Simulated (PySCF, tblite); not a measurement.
# C4H6FN: geometry, NMR shifts and spin-spin couplings

Aim: predict the NMR shifts and spin-spin couplings of C4H6FN (`FCCC1=NC1`).

The runs use tblite 0.8.0 and PySCF 2.14.0, with density-fitted response routines of our own; the level of theory stands in each step. All values are computed, except where a source is named. Atoms count from 0, in the outputs and in this text.

### 1 Starting geometry

12 atoms, charge 0, multiplicity 1; geometry from: force field or distance geometry start.

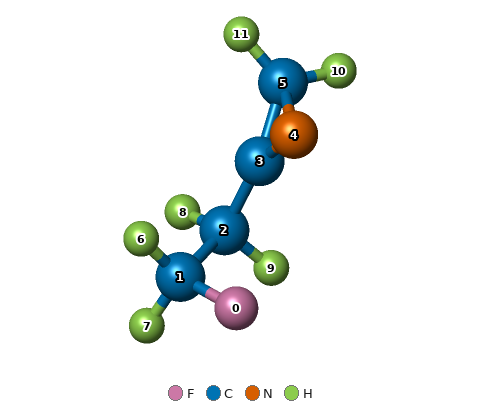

The starting geometry (fluorine pink, carbon blue, nitrogen orange, hydrogen green), atoms numbered.

### 2 Optimising the geometry with GFN2-xTB, one coordinate held

The job: settings as JSON, then the geometry in Å.

```
{"job": {"kind": "relax", "xc": "GFN2-xTB", "basis": "xTB"}, "charge": 0, "multiplicity": 1}
F     -0.921500     1.771900     0.022400
C     -1.049200     0.769500    -0.893500
C     -0.782600    -0.551300    -0.175700
C      0.598600    -0.613900     0.175300
N      1.585200     0.067300     0.573900
C      1.658700    -1.502500     0.393500
H     -0.329200     0.957200    -1.694600
H     -2.052900     0.805300    -1.285700
H     -1.027800    -1.392100    -0.834200
H     -1.399100    -0.615900     0.735500
H      1.748600    -2.027600     1.333700
H      2.287500    -1.808300    -0.425400
```

The run is started by

```sh
$ OMP_NUM_THREADS=1 python probes_run.py task.json out
```

The driver reads the jobs from task.json and runs them one after another.

Standard output:

```text
step      E/eV     max force
  0    -522.04887    2.067
  1    -522.13704    2.203
  2    -522.19208    1.175
  3    -522.21914    0.489
  4    -522.23101    0.407
  5    -522.24383    0.289
  6    -522.24961    0.217
  7    -522.25515    0.159
  8    -522.25905    0.182
  9    -522.26276    0.176
 10    -522.26606    0.154
 11    -522.26869    0.139
 12    -522.27032    0.112
 13    -522.27140    0.088
 14    -522.27240    0.085
 15    -522.27342    0.078
 16    -522.27432    0.085
 17    -522.27504    0.076
 18    -522.27566    0.072
 19    -522.27635    0.085
 20    -522.27718    0.108
 21    -522.27802    0.135
 22    -522.27870    0.157
 23    -522.27933    0.173
 24    -522.28008    0.184
 25    -522.28096    0.190
 26    -522.28177    0.192
 27    -522.28229    0.193
 28    -522.28254    0.198
 29    -522.28271    0.203
 30    -522.28294    0.206
 31    -522.28326    0.202
 32    -522.28363    0.185
 33    -522.28394    0.162
 34    -522.28419    0.142
 35    -522.28441    0.129
 36    -522.28466    0.122
 37    -522.28494    0.121
 38    -522.28522    0.126
 39    -522.28555    0.136
 40    -522.28597    0.148
 41    -522.28653    0.164
 42    -522.28715    0.180
 43    -522.28774    0.193
 44    -522.28825    0.202
 45    -522.28869    0.214
 46    -522.28903    0.228
 47    -522.28923    0.244
 48    -522.28932    0.240
 49    -522.28940    0.253
 50    -522.28948    0.247
 51    -522.28959    0.233
 52    -522.28961    0.230
 53    -522.28963    0.226
 54    -522.28965    0.223
```

Wall time 0.34 s (1 thread of Intel Xeon Platinum 8559C, shared host); peak memory 0.18 GiB.

One coordinate is held by a constraint (a dihedral, as typed in the start), so the force along it need not vanish.

Relaxation path: (not every step is listed)

```
step  energy from step 0 (eV)  largest force (eV/Å)
   0                   0.0000                2.0674
   1                  -0.0882                2.2029
   2                  -0.1432                1.1753
   3                  -0.1703                0.4888
   4                  -0.1821                0.4073
   5                  -0.1950                0.2888
   6                  -0.2007                0.2168
   7                  -0.2063                0.1590
   8                  -0.2102                0.1821
  12                  -0.2215                0.1121
  16                  -0.2255                0.0849
  20                  -0.2283                0.1076
  24                  -0.2312                0.1841
  28                  -0.2337                0.1976
  32                  -0.2348                0.1852
  36                  -0.2358                0.1220
  40                  -0.2371                0.1483
  44                  -0.2394                0.2021
  48                  -0.2405                0.2397
  49                  -0.2405                0.2533
  50                  -0.2406                0.2470
  51                  -0.2407                0.2334
  52                  -0.2407                0.2302
  53                  -0.2408                0.2262
  54                  -0.2408                0.2230
```

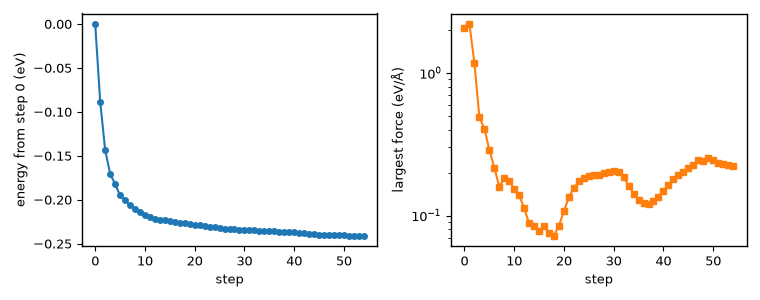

Energy and largest force along the relaxation.

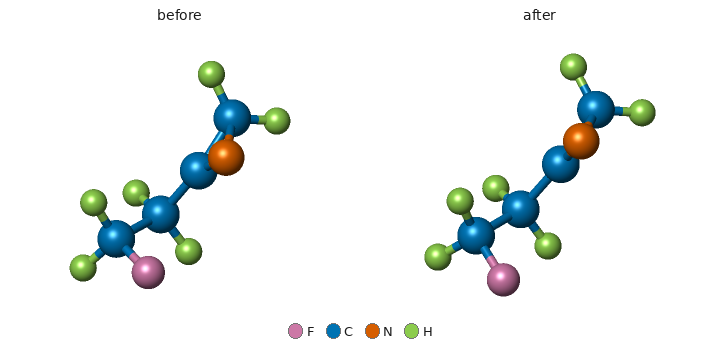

The geometry before (left) and after (right).

Close pairs (by a distance rule), those that changed most:

```
  bond  before (Å)  after (Å)  change (Å)
 N4–C5       1.582      1.500      -0.081
 C3–C5       1.400      1.454      +0.054
 C2–C3       1.426      1.462      +0.036
 C1–H7       1.078      1.095      +0.017
 C3–N4       1.263      1.254      -0.009
 C2–H9       1.102      1.095      -0.007
C5–H11       1.077      1.083      +0.006
 F0–C1       1.364      1.369      +0.006
```

The next job starts from the end point, and lists it.

### 3 NMR shieldings: PBE0/pcSseg-1

The job: settings as JSON, then the geometry in Å.

```
{"job": {"kind": "nmr", "xc": "PBE0", "basis": "pcSseg-1", "pop": false}, "charge": 0, "multiplicity": 1}
F     -1.258773     1.815483     0.041430
C     -1.089138     0.815885    -0.879043
C     -0.778764    -0.507953    -0.177480
C      0.627592    -0.620434     0.207701
N      1.720317    -0.027817     0.375569
C      1.741462    -1.526771     0.436835
H     -0.270232     1.123320    -1.535979
H     -2.027023     0.747890    -1.440192
H     -1.031256    -1.342057    -0.838328
H     -1.402436    -0.591310     0.718527
H      1.884463    -1.978258     1.409582
H      2.200138    -2.048337    -0.393490
```

Method: GIAO PBE0/pcSseg-1 NMR shielding, non-relativistic, gas phase.

Standard output:

```text
coarse grid: 10216 points
cycle   1  E = -310.0762810731  dE =  8.501e-01  |g| = 5.134e-01  |ddm| = 3.040e+00
cycle   2  E = -310.0100020794  dE =  6.628e-02  |g| = 8.126e-01  |ddm| = 9.488e-01
cycle   3  E = -310.1248985259  dE = -1.149e-01  |g| = 1.251e-01  |ddm| = 6.025e-01
cycle   4  E = -310.1274727918  dE = -2.574e-03  |g| = 6.186e-02  |ddm| = 1.153e-01
cycle   5  E = -310.1282233443  dE = -7.506e-04  |g| = 1.100e-02  |ddm| = 4.562e-02
cycle   6  E = -310.1282477291  dE = -2.438e-05  |g| = 2.850e-03  |ddm| = 1.046e-02
cycle   7  E = -310.1282494902  dE = -1.761e-06  |g| = 4.342e-04  |ddm| = 2.380e-03
final grid: 99664 points
cycle   8  E = -310.1686980341  dE = -2.952e-05  |g| = 7.052e-03  |ddm| = 2.331e-02
cycle   9  E = -310.1686952318  dE =  2.802e-06  |g| = 8.320e-03  |ddm| = 1.192e-02
cycle  10  E = -310.1687096435  dE = -1.441e-05  |g| = 1.232e-03  |ddm| = 6.069e-03
cycle  11  E = -310.1687099029  dE = -2.594e-07  |g| = 3.112e-04  |ddm| = 9.281e-04
cycle  12  E = -310.1687099171  dE = -1.420e-08  |g| = 1.718e-04  |ddm| = 2.990e-04
cycle  13  E = -310.1687099228  dE = -5.743e-09  |g| = 1.957e-05  |ddm| = 1.248e-04
cycle  14  E = -310.1687099229  dE = -8.015e-11  |g| = 2.744e-06  |ddm| = 2.296e-05
converged SCF energy = -310.1687099229

GIAO shielding tensors (ppm)
atom      isotropic    diamagn.    paramagn.     s11        s22        s33       span
  0 F      407.230     473.589     -66.359    361.434    395.584    464.672    103.239
  1 C      104.007     240.659    -136.652     70.441     85.266    156.314     85.874
  2 C      150.953     248.159     -97.206    129.391    154.740    168.727     39.336
  3 C        8.173     252.804    -244.631   -165.891     39.437    150.974    316.864
  4 N      -48.384     327.024    -375.408   -364.882    -76.984    296.714    661.597
  5 C      166.192     255.292     -89.099    109.688    151.821    237.067    127.379
  6 H       26.499      28.899      -2.400     23.169     26.615     29.714      6.546
  7 H       26.715      27.625      -0.910     22.017     27.013     31.115      9.098
  8 H       28.595      29.193      -0.598     24.111     27.208     34.467     10.357
  9 H       28.171      28.730      -0.560     25.227     26.373     32.912      7.685
 10 H       30.348      30.363      -0.016     25.345     27.316     38.382     13.037
 11 H       30.739      30.594       0.144     25.444     27.973     38.799     13.355
```

It took 10 s on 1 thread of Intel Xeon Platinum 8559C, shared host; peak memory 0.61 GiB.

Shifts follow as δ = σ(reference) − σ, with reference shieldings (ppm) from runs at the same level and on the same kind of geometry: 1H TMS 31.72, 13C TMS 186.9, 19F CFCl3 170.9, 15N NH3 267.7. The references are single molecules in the gas phase, so shifts against H2O, NH3, PH3, H3PO4 or CFCl3 are not on the usual liquid scales and can be off by tens of ppm. Each atom is listed at this fixed geometry, with no averaging over motion; a spectrum would average atoms that exchange fast.

```
atoms                               environment  σ (ppm)  δ (ppm)
   C3                                C=N carbon      8.2    178.8
   C1                       sp3 CH2 bonded to F    104.0     82.9
   C2                                   sp3 CH2    151.0     36.0
   C5                three-membered-ring carbon    166.2     20.7
   H6        hydrogen on an sp3 CH2 bonded to F    26.50     5.22
   H7        hydrogen on an sp3 CH2 bonded to F    26.72     5.00
   H9                    hydrogen on an sp3 CH2    28.17     3.55
   H8                    hydrogen on an sp3 CH2    28.60     3.12
  H10  hydrogen on a three-membered-ring carbon    30.35     1.37
  H11  hydrogen on a three-membered-ring carbon    30.74     0.98
   F0                 fluorine on an sp3 carbon    407.2   -236.3
   N4                            imine nitrogen    -48.4    316.1
```

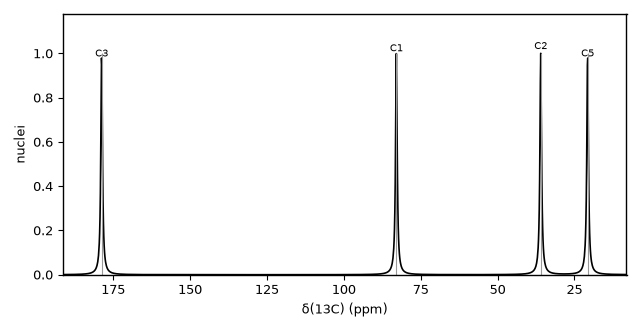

13C lines at the computed shifts, without couplings. Lines are broadened to a width of 0.63 ppm (Lorentzian).

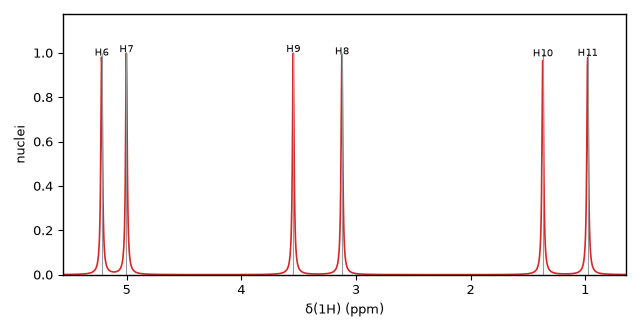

1H lines at the computed shifts, without couplings. Lines are broadened to a width of 0.02 ppm (Lorentzian).

Ring of atoms C3, N4, C5: NICS(0) -31.5, NICS(1) -8.9, NICS(1)zz -18.8 ppm (means of both faces).

In rings of three or four atoms NICS is ruled by the nearby σ bonds, so it says little on aromaticity.

### 4 Spin-spin couplings: B3LYP/pcJ-1

The job, as its differences from that of step 3:

```diff
@@ -1,2 +1,2 @@
-{"job": {"kind": "nmr", "xc": "PBE0", "basis": "pcSseg-1", "pop": false}, "charge": 0, "multiplicity": 1}
+{"job": {"kind": "j", "xc": "B3LYP", "basis": "pcJ-1"}, "charge": 0, "multiplicity": 1}
 F     -1.258773     1.815483     0.041430
```

Method: B3LYP/pcJ-1 indirect spin-spin coupling, non-relativistic, gas phase.

Standard output:

```text
coarse grid: 10216 points
cycle   1  E = -310.4487761127  dE =  7.811e-01  |g| = 5.623e-01  |ddm| = 2.825e+00
cycle   2  E = -310.3551662128  dE =  9.361e-02  |g| = 9.341e-01  |ddm| = 1.080e+00
cycle   3  E = -310.5028401852  dE = -1.477e-01  |g| = 1.572e-01  |ddm| = 6.923e-01
cycle   4  E = -310.5067415292  dE = -3.901e-03  |g| = 8.188e-02  |ddm| = 1.425e-01
cycle   5  E = -310.5080236626  dE = -1.282e-03  |g| = 1.748e-02  |ddm| = 5.840e-02
cycle   6  E = -310.5080829654  dE = -5.930e-05  |g| = 3.562e-03  |ddm| = 1.445e-02
cycle   7  E = -310.5080855535  dE = -2.588e-06  |g| = 5.399e-04  |ddm| = 2.837e-03
final grid: 99664 points
cycle   8  E = -310.5577884465  dE = -1.150e-04  |g| = 6.284e-03  |ddm| = 1.871e-02
cycle   9  E = -310.5577835767  dE =  4.870e-06  |g| = 8.231e-03  |ddm| = 9.812e-03
cycle  10  E = -310.5577962083  dE = -1.263e-05  |g| = 1.036e-03  |ddm| = 5.378e-03
cycle  11  E = -310.5577963311  dE = -1.228e-07  |g| = 5.480e-04  |ddm| = 9.933e-04
cycle  12  E = -310.5577963786  dE = -4.752e-08  |g| = 2.413e-04  |ddm| = 4.244e-04
cycle  13  E = -310.5577963904  dE = -1.180e-08  |g| = 1.948e-05  |ddm| = 1.662e-04
cycle  14  E = -310.5577963905  dE = -7.208e-11  |g| = 4.746e-06  |ddm| = 2.033e-05
converged SCF energy = -310.5577963905

Indirect spin-spin couplings (Hz)
  i      j    bonds     total        FC       PSO       DSO        SD
  0 F    1 C    1   -232.327  -280.359    25.795     0.676    21.561
  0 F    2 C    2     20.718    19.904    -0.671    -0.041     1.526
  0 F    3 C    3     -1.613    -1.423    -0.100     0.033    -0.124
  0 F    6 H    2     52.509    47.003    10.190    -1.201    -3.483
  0 F    7 H    2     51.986    46.590    10.233    -1.292    -3.545
  0 F    8 H    3     37.352    38.521     1.053    -1.971    -0.251
  0 F    9 H    3     20.653    19.675     1.339     0.197    -0.558
  1 C    2 C    1     35.812    36.313    -0.748     0.247         -
  1 C    3 C    2     -2.835    -2.730    -0.172     0.067         -
  1 C    4 N    3      0.080    -0.020     0.048     0.001     0.051
  1 C    5 C    3      2.710     2.777    -0.005    -0.062         -
  1 C    6 H    1    159.009   158.432    -0.453     1.029         -
  1 C    7 H    1    153.678   153.014    -0.326     0.991         -
  1 C    8 H    2      2.263     2.260     0.032    -0.030         -
  1 C    9 H    2     -7.740    -7.726     0.040    -0.055         -
  1 C   10 H    4      0.470     0.503     0.247    -0.280         -
  1 C   11 H    4     -0.494    -0.458     0.130    -0.165         -
  2 C    3 C    1     64.494    66.065    -1.861     0.290         -
  2 C    4 N    2     -2.233    -2.636     0.473     0.040    -0.109
  2 C    5 C    2      1.516     1.632    -0.053    -0.062         -
  2 C    6 H    2     -0.321    -0.245     0.028    -0.104         -
  2 C    7 H    2      1.133     1.259    -0.016    -0.109         -
  2 C    8 H    1    137.301   135.577     0.828     0.896         -
  2 C    9 H    1    138.257   136.586     0.733     0.938         -
  2 C   10 H    3     -1.006    -1.010     0.278    -0.274         -
  2 C   11 H    3     -0.969    -0.971     0.233    -0.232         -
  3 C    4 N    1      8.623     1.536     9.059    -0.056    -1.917
  3 C    5 C    1     26.995    28.178    -1.384     0.200         -
  3 C    6 H    3      6.534     6.591    -0.330     0.273         -
  3 C    7 H    3     12.493    12.548     0.274    -0.330         -
  3 C    8 H    2     -9.361    -9.044    -0.379     0.061         -
  3 C    9 H    2    -10.191   -10.082    -0.196     0.087         -
  3 C   10 H    2     -2.130    -1.926     0.140    -0.344         -
  3 C   11 H    2     -2.627    -2.487     0.203    -0.343         -
  4 N    5 C    1     12.665    13.335    -0.539    -0.045    -0.087
  4 N    8 H    3     -1.698    -1.859    -0.079     0.212     0.028
  4 N    9 H    3     -1.993    -2.024    -0.081     0.168    -0.056
  4 N   10 H    2     -3.567    -3.537    -0.365     0.175     0.161
  4 N   11 H    2     -3.590    -3.546    -0.427     0.173     0.210
  5 C    7 H    4      0.917     0.965     0.277    -0.325         -
  5 C    8 H    3      2.809     2.886     0.016    -0.094         -
  5 C    9 H    3      0.015     0.055     0.212    -0.252         -
  5 C   10 H    1    184.398   183.278     0.324     0.797         -
  5 C   11 H    1    182.210   181.059     0.350     0.802         -
  6 H    7 H    2     -8.911    -8.920     2.310    -2.301         -
  6 H    8 H    3      0.145     0.229     0.906    -0.991         -
  6 H    9 H    3     11.048    11.167     2.638    -2.757         -
  7 H    8 H    3      4.490     4.527    -0.212     0.175         -
  7 H    9 H    3      1.762     1.860     0.770    -0.868         -
  7 H   11 H    5     -0.272    -0.200     0.823    -0.895         -
  8 H    9 H    2    -20.912   -21.056     2.242    -2.099         -
  8 H   10 H    4     -0.849    -0.759     0.906    -0.996         -
  9 H   10 H    4     -1.266    -1.177     0.331    -0.419         -
  9 H   11 H    4     -1.127    -1.044     1.396    -1.480         -
 10 H   11 H    2      9.274     9.148     3.365    -3.238         -
```

Run time: 31 s. Hardware: 1 thread of Intel Xeon Platinum 8559C, shared host; peak memory 0.89 GiB.

Couplings of 1 Hz or more, nine at most for each number of bonds (isotopes 13C, 19F, 1H, 15N):

```
   pair  bonds  J (Hz)  Fermi contact (Hz)  dihedral (°)
  F0–C1      1  -232.3              -280.4             –
 C5–H10      1   184.4               183.3             –
 C5–H11      1   182.2               181.1             –
  C1–H6      1   159.0               158.4             –
  C1–H7      1   153.7               153.0             –
  C2–H9      1   138.3               136.6             –
  C2–H8      1   137.3               135.6             –
  C2–C3      1    64.5                66.1             –
  C1–C2      1    35.8                36.3             –
  F0–H6      2    52.5                47.0             –
  F0–H7      2    52.0                46.6             –
  H8–H9      2   -20.9               -21.1             –
  F0–C2      2    20.7                19.9             –
  C3–H9      2   -10.2               -10.1             –
  C3–H8      2    -9.4                -9.0             –
H10–H11      2     9.3                 9.1             –
  H6–H7      2    -8.9                -8.9             –
  C1–H9      2    -7.7                -7.7             –
  F0–H8      3    37.4                38.5           158
  F0–H9      3    20.7                19.7            40
  C3–H7      3    12.5                12.5           161
  H6–H9      3    11.0                11.2           159
  C3–H6      3     6.5                 6.6            38
  H7–H8      3     4.5                 4.5            40
  C5–H8      3     2.8                 2.9           -28
  C1–C5      3     2.7                 2.8          -150
  N4–H9      3    -2.0                -2.0          -107
 H9–H10      4    -1.3                -1.2             –
 H9–H11      4    -1.1                -1.0             –
```

The spin-dipole term was solved for some atoms only; pairs without it lack that part.

Quadrupole couplings from the field gradients of the same density:

```
atom  isotope  eQq/h (MHz)     η
  N4      14N       -3.327  0.37
```

### 5 What came out

| quantity | value |
| --- | --- |
| 13C shifts against TMS (PBE0/pcSseg-1) | 178.8, 82.9, 36.0, 20.7 ppm |
| 1H shifts against TMS (PBE0/pcSseg-1) | 5.22, 5.00, 3.55, 3.12, 1.37, 0.98 ppm |
| 19F shifts against CFCl3 (PBE0/pcSseg-1) | -236.3 ppm |
| 15N shifts against NH3 (PBE0/pcSseg-1) | 316.1 ppm |
| largest coupling of the table (B3LYP/pcJ-1) | 1J(F,C) F0–C1, -232.3 Hz |

Over 54 steps the energy fell by 0.241 eV; of the close pairs, N4–C5 changed most, 1.582 to 1.500 Å. Shifts at one fixed geometry are not the observed spectrum, which averages over the motion. The geometry holds a dihedral fixed, so it need not be a minimum. At PBE0/pcSseg-1: Shielding is most anisotropic at N4 (span 662 ppm, paramagnetic term -375 ppm). Of the pairs tabulated at B3LYP/pcJ-1, F0–C1 couples most strongly (-232.3 Hz; Fermi contact -280.4 Hz).
